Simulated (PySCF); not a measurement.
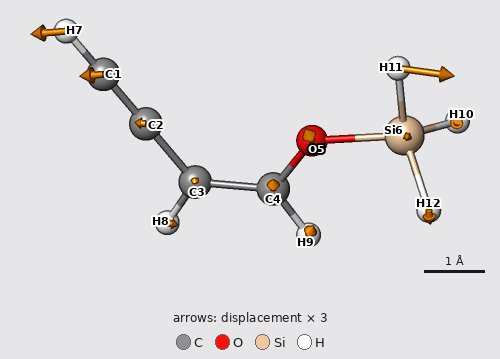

A relaxation of C₄H₆OSi. The starting structure is drawn; orange arrows show the displacements, magnified 3 times. The two geometries are superimposed by the best rigid fit.

A ball-and-stick model, seen from a free direction.

The start comes from GFN2-xTB.

Level of theory: PBE0-D3(BJ)/def2-SVP geometry optimisation, gas phase (PySCF). 

### What happened in the run?

After 8 geometry steps the energy has fallen by 15.3 kJ/mol. The largest force component goes from 1.8 to 0.0061 eV/Å. H11 moves most after the best rigid fit: 0.33 Å. Largest moves by element: H 0.33 Å, C 0.15 Å, O 0.11 Å, Si 0.05 Å. Among the contacts that change: O5–Si6 1.626 → 1.682 Å, Si6–H11 1.452 → 1.483 Å, Si6–H10 1.465 → 1.493 Å, C1–H7 1.049 → 1.074 Å. Bond angles that change, for instance: C4–O5–Si6 133.2° → 126.7°, O5–Si6–H11 99.2° → 105.7°, H10–Si6–H11 114.1° → 111.2°. The run took about 40 core-seconds on a shared host.
